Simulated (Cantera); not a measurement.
Input: 1 mol TiCl₄, 2.9 mol O₂, 100 mol H₂, at 0.173 Torr.

Cantera equilibrium calculation (NASA polynomials, part measured and part estimated; ideal gas, pure solids and liquids). Candidate condensed phases: H₂O, Ti, TiCl₂, TiCl₃, TiCl₄, TiO, TiO₂, Ti₂O₃, Ti₃O₅, Ti₄O₇; 23 gas species. Condensed phases not in the tables: Magnéli phases beyond Ti₄O₇. Kinetics and transport are ignored.

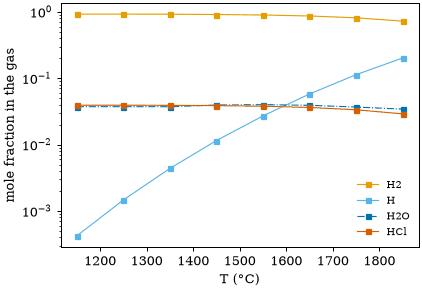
*Equilibrium gas composition (values under 1e-9 drawn at 1e-9)*

### Question
Read off the mole fractions at 1550 °C.

### Answer
H₂ about 0.89, H₂O about 0.040, HCl about 0.038, H about 0.027.
